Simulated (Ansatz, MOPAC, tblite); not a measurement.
Potential energy curve for SiH, doublet.

Levels of theory: ROHF/cc-pVTZ (Ansatz, an electronic-structure program); GFN2-xTB, 300 K electronic temperature (tblite); PM3, unrestricted, heats of formation (MOPAC).

Energies are in kcal/mol, each relative to the lowest point of its own curve near equilibrium.

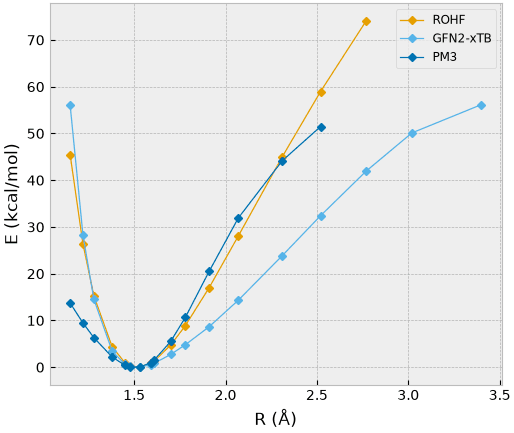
Fig. 1. Energy against bond length for each method.

| R / Å | ROHF | GFN2-xTB | PM3 |
|---|---|---|---|
| 1.15 | 45.4 | 56.1 | 13.7 |
| 1.22 | 26.4 | 28.3 | 9.5 |
| 1.28 | 15.2 | 14.5 | 6.3 |
| 1.38 | 4.4 | 3.4 | 2.2 |
| 1.45 | 0.9 | 0.6 | 0.4 |
| 1.48 | 0.3 | 0.2 | 0.0 |
| 1.53 | 0.0 | 0.0 | 0.0 |
| 1.59 | 0.8 | 0.5 | 1.0 |
| 1.61 | 1.3 | 0.9 | 1.5 |
| 1.70 | 4.7 | 2.7 | 5.5 |
| 1.78 | 8.9 | 4.8 | 10.6 |
| 1.91 | 17.0 | 8.6 | 20.5 |
| 2.07 | 28.1 | 14.3 | 31.9 |
| 2.31 | 45.0 | 23.8 | 44.1 |
| 2.52 | 59.0 | 32.4 | 51.5 |
| 2.77 | 74.1 | 42.0 | — |
| 3.02 | — | 50.1 | — |
| 3.40 | — | 56.2 | — |

Dashes: no converged value, or the column stops at the first point that the program doubted or that broke a chosen test of continuity, which isn't proof of a fault.
